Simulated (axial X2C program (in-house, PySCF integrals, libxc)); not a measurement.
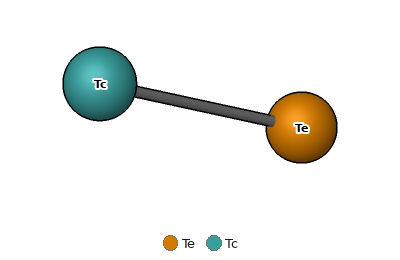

Fig. 1: The molecule at the reference distance of 2.577 Å.

**Run report: TeTc⁻, relativistic diatomic calculation**

- system: TeTc⁻, single determinant with Ω = 3.
- method: BHandHLYP, two-component X2C with atomic mean-field Coulomb and Gaunt terms, Te dyall-acv3z, Tc dyall-acv3z (cores contracted) (axial X2C program (in-house, PySCF integrals, libxc))

### Input file
```
{"zs": [52, 43], "q": -1, "bas": ["dyall-acv3z", "dyall-acv3z"], "levels": ["PBE0", "HF", "BHandHLYP"], "cc": true, "r0": 2.48, "thr": -1.0, "nmax": 90, "npts": 10, "nst": 2, "ntry": 6}
```

The line is the task of a batch: nuclear charges, charge, bases, the levels to run, a first guess of the distance and further settings. This report covers BHandHLYP with spin-orbit coupling. The log is that of the reference distance 2.577 Å.

Hardware: 1 thread of AMD EPYC (Zen 3), 24 GiB of memory available, shared host.

The run was one of a batch that the task file lists, launched with:
```bash
python <driver script> task.json out
```

### Log
```
two-component X2C + atomic mean field  BHandHLYP
basis functions 299  fitting functions 1423  grid points 5803
iter        total energy     max residual
   1     -11074.673355869     1.48e-01
   2     -11074.677222388     5.89e-03
   3     -11074.677875283     1.94e-02
   4     -11074.678124092     5.67e-03
   5     -11074.678172299     1.50e-03
   6     -11074.678186499     1.59e-03
   7     -11074.678194729     4.05e-04
   8     -11074.678198972     4.35e-04
   9     -11074.678201313     4.90e-04
  10     -11074.678202178     1.21e-04
  11     -11074.678202425     7.89e-05
  12     -11074.678202535     8.96e-05
  13     -11074.678202576     1.99e-05
  14     -11074.678202588     1.26e-05
  15     -11074.678202592     1.34e-05
converged
one-electron -16152.77895883  Coulomb 4932.51346818  exact exchange -151.16019592  xc functional -156.29824666  nuclear repulsion 459.15414964  atomic mean-field constant -6.10841900
```

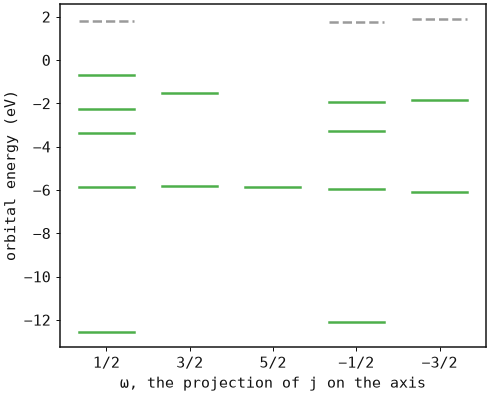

Fig. 2: Orbital energies near the frontier at 2.58 Å, filled (solid) and empty (dashed). The highest filled spinor (1/2; 41 % Tc p, 26 % Te p) lies at −0.67 eV, the lowest empty one (−1/2; 75 % Tc p, 23 % Tc s) at 1.78 eV.

### Outcome

```tsv
quantity	value
outcome	not converged in a step after the SCF shown
wall time	3.4 s
peak memory	1 GiB
```

### What went wrong

The SCF whose log is shown converged, but a later step did not. The run therefore gave no full result.
